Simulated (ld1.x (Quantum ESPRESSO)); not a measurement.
# Pseudopotential generation for cobalt: TM, PBEsol

Do these settings give a usable potential? It is generated, then checked for transferability, scattering, ghosts and hardness.

Program: ld1.x (Quantum ESPRESSO) 7.5. Reference atom: PBEsol, scalar-relativistic, spherical and spin-unpolarised. All values are calculated.

## 1. Settings

The settings as typed:

* element: cobalt (Co, Z = 27)
* type: norm-conserving Troullier–Martins (Kleinman–Bylander form)
* frozen core: [Ar]
* valence charge: 9
* reference configuration: 3d7 4s1 4p1
* partial waves: 4s (bound): rc 2.15 bohr; 4p (bound): rc 2.35 bohr; 3d (bound): rc 1.15 bohr
* local potential: the d channel
* core correction: not asked for

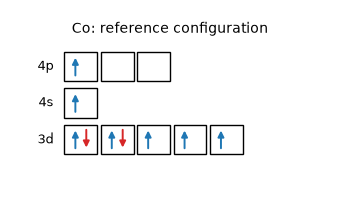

The outer shells as boxes. The arrows follow Hund's rule for the drawing; the calculation itself is spin-unpolarised.

An earlier all-electron run gives the scale for the radii.

All-electron outer shells of the reference configuration (PBEsol, scalar-relativistic, ld1.x):

```csv
shell,level (eV),outermost node (bohr),outermost maximum (bohr)
3s,-103.99,0.31,0.67
3p,-67.37,0.28,0.68
3d,-10.03,–,0.66
4s,-6.63,0.96,2.26
4p,-2.12,1.05,3.09
```

## 2. Generating the potential

Co.in reads:

```
 &input
   title='Co', zed=27., rel=1, dft='PBESOL', iswitch=3,
   config='[Ar] 3d7 4s1 4p1',
   nld=3, rlderiv=2.55, eminld=-3.0, emaxld=5.0, deld=0.02
 /
 &inputp
   pseudotype=2, tm=.true., lloc=2,
   nlcc=.false.,
   file_pseudopw='Co.UPF', file_wfcaegen='ae.wfc', file_wfcncgen='nc.wfc', file_beta='beta', file_chi='chi'
 /
3
4S  1  0   1.00   0.00  2.15  2.15  0.0
4P  2  1   1.00   0.00  2.35  2.35  0.0
3D  3  2   7.00   0.00  1.15  1.15  0.0
 &test
   configts(1)='3d7 4s1 4p1'
 /
```

Command:

```
$ ld1.x < Co.in > Co.out
```

What the program wrote to Co.out (without the banner and most projector matrices):

```text
     Program LD1 v.7.5
     --------------------------- All-electron run ----------------------------

     Co
     scalar relativistic calculation

     atomic number is 27.00
     dft =PBESOL   lsd =0 sic =0 latt =0  beta=0.20 tr2=1.0E-14
     Exchange-correlation= PBESOL
                           (   1   4  10   8   0   0   0)
     mesh =1193 r(mesh) =  99.89935 a.u. xmin = -7.00 dx = 0.01250
     1 Ry =  13.60569312 eV, c = 137.03599908

     n l     nl                  e(Ry)          e(Ha)          e(eV)
     1 0     1S 1( 2.00)      -557.6643      -278.8321     -7587.4087
     2 0     2S 1( 2.00)       -66.1361       -33.0680      -899.8272
     2 1     2P 1( 6.00)       -56.6831       -28.3415      -771.2126
     3 0     3S 1( 2.00)        -7.6431        -3.8216      -103.9898
     3 1     3P 1( 6.00)        -4.9514        -2.4757       -67.3676
     3 2     3D 1( 7.00)        -0.7370        -0.3685       -10.0275
     4 0     4S 1( 1.00)        -0.4876        -0.2438        -6.6337
     4 1     4P 1( 1.00)        -0.1556        -0.0778        -2.1165

     final scf error:  5.8E-15 reached in  32 iterations

     Etot =   -2783.483325 Ry,   -1391.741663 Ha,  -37871.219934 eV

     Ekin =    2819.106275 Ry,    1409.553137 Ha,   38355.894855 eV
     Encl =   -6667.538509 Ry,   -3333.769255 Ha,  -90716.482843 eV
     Eh   =    1180.920568 Ry,     590.460284 Ha,   16067.242847 eV
     Exc  =    -115.971658 Ry,     -57.985829 Ha,   -1577.874792 eV

     normalization and overlap integrals

     s(1S/1S) =  1.000000  <r> =   0.0562  <r2> =    0.0043  r(max) =   0.0366
     s(2S/2S) =  1.000000  <r> =   0.2557  <r2> =    0.0772  r(max) =   0.2131
     s(2P/2P) =  1.000000  <r> =   0.2251  <r2> =    0.0622  r(max) =   0.1723
     s(3S/3S) =  1.000000  <r> =   0.7745  <r2> =    0.6930  r(max) =   0.6731
     s(3P/3P) =  1.000000  <r> =   0.8167  <r2> =    0.7877  r(max) =   0.6816
     s(3D/3D) =  1.000000  <r> =   1.0588  <r2> =    1.5066  r(max) =   0.6648
     s(4S/4S) =  1.000000  <r> =   2.8067  <r2> =    9.1615  r(max) =   2.2629
     s(4P/4P) =  1.000000  <r> =   4.0403  <r2> =   19.5472  r(max) =   3.0931

     ------------------------ End of All-electron run ------------------------

     --------------------- Generating NC pseudopotential ---------------------

      Generating local pot.: lloc=2, matching radius rcloc =   1.1500

      Wfc   4S  rcut= 2.126  Using Troullier-Martins method

      Wfc   4P  rcut= 2.349  Using Troullier-Martins method

     ------------------- End of pseudopotential generation -------------------

     [... the all-electron block is printed once more ...]


     Computing logarithmic derivative in   2.54832
     Message from routine run_pseudo:
     Warning: convergence not achieved
     Computing logarithmic derivative in   2.54832
     Computing the partial wave expansion
     R is outside the sphere for l=    0 j= 0.00
     R is outside the sphere for l=    1 j= 0.00
       no projector for channel:   2

     ---------------------- Testing the pseudopotential ----------------------

     Co
     scalar relativistic calculation

     atomic number is 27.00   valence charge is  9.00
     dft =PBESOL   lsd =0 sic =0 latt =0  beta=0.20 tr2=1.0E-14
     mesh =1193 r(mesh) =  99.89935 xmin = -7.00 dx = 0.01250

     n l     nl             e AE (Ry)        e PS (Ry)    De AE-PS (Ry)
     3 2     3D   1( 7.00)       -0.73701       -0.73701        0.00000
     1 0     4S   1( 1.00)       -0.48757       -0.48757        0.00000
     2 1     4P   1( 1.00)       -0.15556       -0.15556       -0.00000

     eps = 9.7E-12  iter =201

     Etot =   -2783.483325 Ry,   -1391.741663 Ha,  -37871.219934 eV
     Etotps =   -56.635731 Ry,     -28.317865 Ha,    -770.568369 eV

     Ekin =      98.500398 Ry,      49.250199 Ha,    1340.166186 eV
     Encl =    -199.687292 Ry,     -99.843646 Ha,   -2716.884021 eV
     Ehrt =      53.857549 Ry,      26.928775 Ha,     732.769285 eV
     Ecxc =      -9.930008 Ry,      -4.965004 Ha,    -135.104643 eV
     Epseu=       0.623623 Ry,       0.311812 Ha,       8.484823 eV

     ---------------------- End of pseudopotential test ----------------------
```

Wall time 3.6 s (1 thread of Neoverse-N1, shared host). (Generation and the later configuration tests together.)

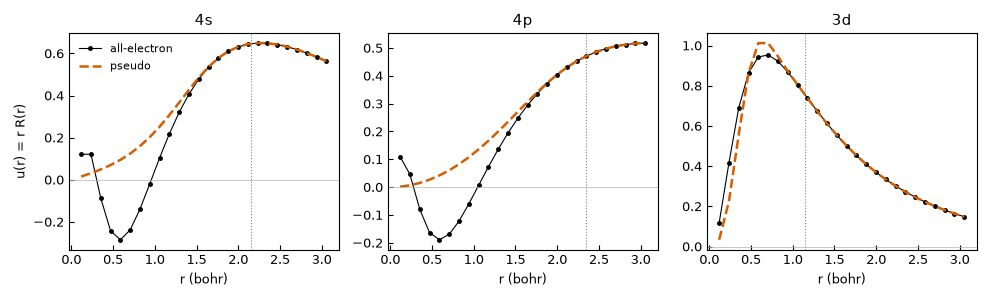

Bound waves of the atom and their pseudo partners (4s, 4p, 3d), with the matching radii dotted. The curves join 26 sampled radii, too few to resolve the innermost nodes.

## 3. Transferability test

Co.test.in reads:

```
 &input
   title='Co', zed=27., rel=1, dft='PBESOL', iswitch=2,
   config='[Ar] 3d7 4s1 4p1'
 /
 &test
   file_pseudo='Co.UPF', nconf=8,
   configts(1)='3d7 4s1 4p1',
   configts(2)='3d7 4s2 4p0',
   configts(3)='3d7 4s1 4p0',
   configts(4)='3d7 4s0 4p0',
   configts(5)='3d7 4s0 4p1',
   configts(6)='3d7 4s1.5 4p0',
   configts(7)='3d7 4s0 4p2',
   configts(8)='3d8 4s1 4p0'
 /
```

Command:

```
$ ld1.x < Co.test.in > Co.test.out
```

Co.test.out, the pseudopotential blocks, each with the warnings that came before it:

```text
     Warning: convergence not achieved
     ---------------------- Testing the pseudopotential ----------------------

     Co
     scalar relativistic calculation

     atomic number is 27.00   valence charge is  9.00
     dft =PBESOL   lsd =0 sic =0 latt =0  beta=0.20 tr2=1.0E-14
     mesh =1193 r(mesh) =  99.89935 xmin = -7.00 dx = 0.01250

     n l     nl             e AE (Ry)        e PS (Ry)    De AE-PS (Ry)
     3 2     3D   1( 7.00)       -0.73701       -0.73701        0.00000
     1 0     4S   1( 1.00)       -0.48757       -0.48757        0.00000
     2 1     4P   1( 1.00)       -0.15556       -0.15556       -0.00000

     eps = 1.4E-12  iter =201

     Etot =   -2783.483325 Ry,   -1391.741663 Ha,  -37871.219934 eV
     Etotps =   -56.635731 Ry,     -28.317865 Ha,    -770.568369 eV

     Ekin =      98.500398 Ry,      49.250199 Ha,    1340.166186 eV
     Encl =    -199.687292 Ry,     -99.843646 Ha,   -2716.884021 eV
     Ehrt =      53.857549 Ry,      26.928775 Ha,     732.769285 eV
     Ecxc =      -9.930008 Ry,      -4.965004 Ha,    -135.104643 eV
     Epseu=       0.623623 Ry,       0.311812 Ha,       8.484823 eV

     ---------------------- End of pseudopotential test ----------------------

     Warning: convergence not achieved
     ---------------------- Testing the pseudopotential ----------------------

     Co
     [...]
     n l     nl             e AE (Ry)        e PS (Ry)    De AE-PS (Ry)
     3 2     3D   1( 7.00)       -0.60486       -0.60680        0.00194
     1 0     4S   1( 2.00)       -0.40343       -0.40341       -0.00002
     2 1     4P   1( 0.00)       -0.09167       -0.09160       -0.00008

     eps = 4.7E-12  iter =201

     Etot =   -2783.805460 Ry,   -1391.902730 Ha,  -37875.602796 eV
     Etotps =   -56.957942 Ry,     -28.478971 Ha,    -774.952279 eV
     dEtot_ae =      -0.322134 Ry
     dEtot_ps =      -0.322211 Ry,   Delta E=       0.000077 Ry

     [...]
     ---------------------- End of pseudopotential test ----------------------

     Warning: convergence not achieved
     ---------------------- Testing the pseudopotential ----------------------

     Co
     [...]
     n l     nl             e AE (Ry)        e PS (Ry)    De AE-PS (Ry)
     3 2     3D   1( 7.00)       -1.24860       -1.24518       -0.00341
     1 0     4S   1( 1.00)       -0.93769       -0.93794        0.00026
     2 1     4P   1( 0.00)       -0.54515       -0.54544        0.00030

     eps = 6.6E-12  iter =201

     Etot =   -2783.140642 Ry,   -1391.570321 Ha,  -37866.557492 eV
     Etotps =   -56.292904 Ry,     -28.146452 Ha,    -765.903975 eV
     dEtot_ae =       0.342683 Ry
     dEtot_ps =       0.342827 Ry,   Delta E=      -0.000143 Ry

     [...]
     ---------------------- End of pseudopotential test ----------------------

     ---------------------- Testing the pseudopotential ----------------------

     Co
     [...]
     n l     nl             e AE (Ry)        e PS (Ry)    De AE-PS (Ry)
     3 2     3D   1( 7.00)       -1.98701       -1.97415       -0.01286  !
     1 0     4S   1( 0.00)       -1.52376       -1.52005       -0.00372
     2 1     4P   1( 0.00)       -1.06215       -1.05989       -0.00226

     eps = 1.3E-16  iter = 12

     Etot =   -2781.913433 Ry,   -1390.956717 Ha,  -37849.860468 eV
     Etotps =   -55.066495 Ry,     -27.533247 Ha,    -749.217832 eV
     dEtot_ae =       1.569892 Ry
     dEtot_ps =       1.569236 Ry,   Delta E=       0.000656 Ry

     [...]
     ---------------------- End of pseudopotential test ----------------------

     ---------------------- Testing the pseudopotential ----------------------

     Co
     [...]
     n l     nl             e AE (Ry)        e PS (Ry)    De AE-PS (Ry)
     3 2     3D   1( 7.00)       -1.35859       -1.35360       -0.00499
     1 0     4S   1( 0.00)       -1.00557       -1.00504       -0.00053
     2 1     4P   1( 1.00)       -0.60535       -0.60534       -0.00001

     eps = 3.3E-16  iter = 17

     Etot =   -2782.744195 Ry,   -1391.372098 Ha,  -37861.163558 eV
     Etotps =   -55.896690 Ry,     -27.948345 Ha,    -760.513217 eV
     dEtot_ae =       0.739130 Ry
     dEtot_ps =       0.739040 Ry,   Delta E=       0.000090 Ry

     [...]
     ---------------------- End of pseudopotential test ----------------------

     Warning: convergence not achieved
     ---------------------- Testing the pseudopotential ----------------------

     Co
     [...]
     n l     nl             e AE (Ry)        e PS (Ry)    De AE-PS (Ry)
     3 2     3D   1( 7.00)       -0.91302       -0.91263       -0.00039
     1 0     4S   1( 1.50)       -0.66205       -0.66222        0.00017
     2 1     4P   1( 0.00)       -0.30705       -0.30712        0.00007

     eps = 3.6E-12  iter =201

     Etot =   -2783.539942 Ry,   -1391.769971 Ha,  -37871.990248 eV
     Etotps =   -56.692363 Ry,     -28.346182 Ha,    -771.338896 eV
     dEtot_ae =      -0.056617 Ry
     dEtot_ps =      -0.056633 Ry,   Delta E=       0.000016 Ry

     [...]
     ---------------------- End of pseudopotential test ----------------------

     ---------------------- Testing the pseudopotential ----------------------

     Co
     [...]
     n l     nl             e AE (Ry)        e PS (Ry)    De AE-PS (Ry)
     3 2     3D   1( 7.00)       -0.85050       -0.84880       -0.00170
     1 0     4S   1( 0.00)       -0.55418       -0.55385       -0.00033
     2 1     4P   1( 2.00)       -0.20549       -0.20543       -0.00006

     eps = 1.9E-15  iter = 22

     Etot =   -2783.142810 Ry,   -1391.571405 Ha,  -37866.586990 eV
     Etotps =   -56.295301 Ry,     -28.147651 Ha,    -765.936593 eV
     dEtot_ae =       0.340515 Ry
     dEtot_ps =       0.340429 Ry,   Delta E=       0.000086 Ry

     [...]
     ---------------------- End of pseudopotential test ----------------------

     Warning: convergence not achieved
     ---------------------- Testing the pseudopotential ----------------------

     Co
     [...]
     n l     nl             e AE (Ry)        e PS (Ry)    De AE-PS (Ry)
     3 2     3D   1( 8.00)       -0.31287       -0.30757       -0.00530  !
     1 0     4S   1( 1.00)       -0.32176       -0.32698        0.00522  !
     2 1     4P   1( 0.00)       -0.05572       -0.05776        0.00204

     eps = 6.7E-12  iter =201

     Etot =   -2783.894692 Ry,   -1391.947346 Ha,  -37876.816865 eV
     Etotps =   -57.041390 Ry,     -28.520695 Ha,    -776.087643 eV
     dEtot_ae =      -0.411367 Ry
     dEtot_ps =      -0.405659 Ry,   Delta E=      -0.005708 Ry

     [...]
     ---------------------- End of pseudopotential test ----------------------
```

The tests as a table, with energies relative to 3d7 4s1 4p1. A star marks tests that logged a warning.

| valence configuration | charge | ΔE all-electron (eV) | error AE − PS (meV) |
| --- | --- | --- | --- |
| 3d7 4s2 4p0 * | 0 | -4.383 | +1.0 |
| 3d7 4s1 4p0 * | +1 | 4.662 | -1.9 |
| 3d7 4s0 4p0 | +2 | 21.359 | +8.9 |
| 3d7 4s0 4p1 | +1 | 10.056 | +1.2 |
| 3d7 4s1.5 4p0 * | +0.5 | -0.770 | +0.2 |
| 3d7 4s0 4p2 | 0 | 4.633 | +1.2 |
| 3d8 4s1 4p0 * | 0 | -5.597 | -78 |

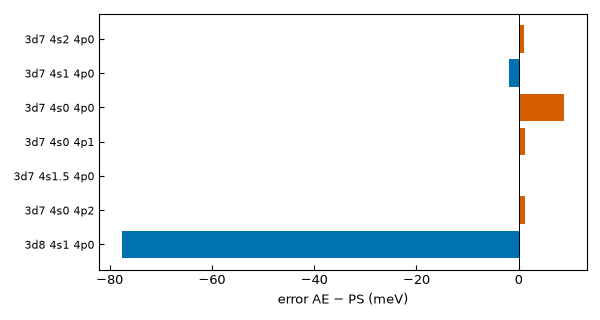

Error of the potential in each test configuration.

## 4. Logarithmic derivatives

Taken from the files of the generation run. The phase is arctan(r·u′/u) with u = r·R, unwrapped, with energies in Ry. A pole is an energy at which the radial function vanishes at the test radius. The pseudo phase is shifted by a multiple of π to meet the all-electron one at the reference energy. Levels narrower than the energy grid can be missing from the poles. The last column is the largest difference on the grid between −1 and +1 Ry.

| channel | radius (bohr) | reference (Ry) | poles AE | poles PS | window around the reference with phases within 0.05 rad (Ry) | largest difference near zero (rad) |
| --- | --- | --- | --- | --- | --- | --- |
| s | 2.55 | -0.49 | 1.36 | 1.16, 3.44 | below 1.5 | 0.019 |
| p | 2.55 | -0.16 | 2.40 | 2.17 | below 2.9 | 0.015 |
| d | 2.55 | -0.74 | -0.62, 4.21 | -0.62, 4.34 | below 1.5 | 0.009 |

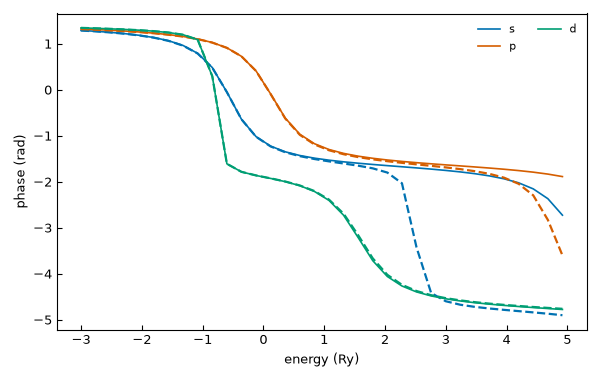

Phases by channel: all-electron solid, pseudo dashed.

## 5. Plane-wave convergence, by spherical Bessel functions

This step uses the generator's waves and projectors in a separate script. Basis: spherical Bessel functions vanishing at 20 bohr, q² up to the cutoff; potential fixed at the reference.

All-electron valence levels (Ry): 4s -0.4876, 4p -0.1556, 3d -0.7370. The lowest levels of each channel (Ry) by cutoff; the last column sums, over occupied levels, occupation times the distance from the level at 400 Ry. A positive value at high cutoff is not a bound level.

| cutoff (Ry) | s #1 | s #2 | p #1 | p #2 | d #1 | f #1 | Σ f·Δε (mRy) |
| --- | --- | --- | --- | --- | --- | --- | --- |
| 8 | -2.8927 | -0.4832 | -0.1550 | 0.0238 | 0.0353 | 0.0948 | 5411.3 |
| 18 | -14.0535 | -0.4861 | -0.1556 | 0.0238 | 0.0337 | 0.0948 | 5396.7 |
| 35 | -22.2094 | -0.4875 | -5.0894 | -0.1556 | 0.0299 | 0.0948 | 5368.3 |
| 55 | -25.4911 | -0.4876 | -8.6112 | -0.1556 | -0.0423 | 0.0948 | 4863.2 |
| 80 | -26.5363 | -0.4876 | -10.5727 | -0.1556 | -0.3810 | 0.0948 | 2492.2 |
| 120 | -26.7921 | -0.4876 | -11.2263 | -0.1556 | -0.6962 | 0.0948 | 286.0 |
| 180 | -26.7974 | -0.4876 | -11.2708 | -0.1556 | -0.7367 | 0.0948 | 2.0 |
| 200 | -26.7990 | -0.4876 | -11.2710 | -0.1556 | -0.7368 | 0.0948 | 1.5 |
| 260 | -26.8007 | -0.4876 | -11.2725 | -0.1556 | -0.7369 | 0.0948 | 0.8 |
| 350 | -26.8009 | -0.4876 | -11.2730 | -0.1556 | -0.7370 | 0.0948 | 0.1 |
| 400 | -26.8009 | -0.4876 | -11.2730 | -0.1556 | -0.7370 | 0.0948 | 0.0 |

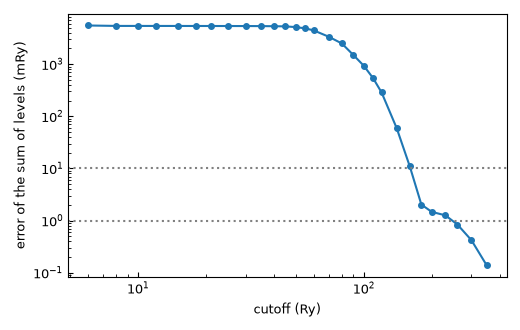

Occupation-weighted error of the valence levels against the cutoff; the dotted lines mark 10 and 1 mRy.

The sum stays within 10 mRy from 180 Ry and within 1 mRy from 260 Ry. The sum leaves out empty levels, which can need more. Ghost test: ghost states, bound below the all-electron valence or empty levels of the same l: s at -364.6 eV, p at -153.4 eV.

## 6. Outcome

```
                                                quantity                                                     value
               cutoffs for 10 and 1 mRy, occupied levels                                         180 Ry and 260 Ry
                                            bound ghosts                          s at -364.65 eV, p at -153.38 eV
                            largest test error (AE − PS)  -78 meV, for 3d8 4s1 4p0 (one of 5 tests with a warning)
largest phase difference near zero energy, channels read                                                 0.019 rad
```

**Reading.** A bound ghost (s, p) makes it unfit for use: electrons can fall into a state that the atom doesn't have. The worst unpolarised test, 3d8 4s1 4p0, is off by 78 meV on 5.6 eV; by total energies transferability rates as fair. It counts as very hard, with 180 Ry needed at the looser tolerance. The slowest occupied level is 3d: taken alone it needs 180 Ry to come within 1 mRy, against 21 Ry for 4s. Near zero energy the phases of the channels with partial waves agree within 0.019 rad.
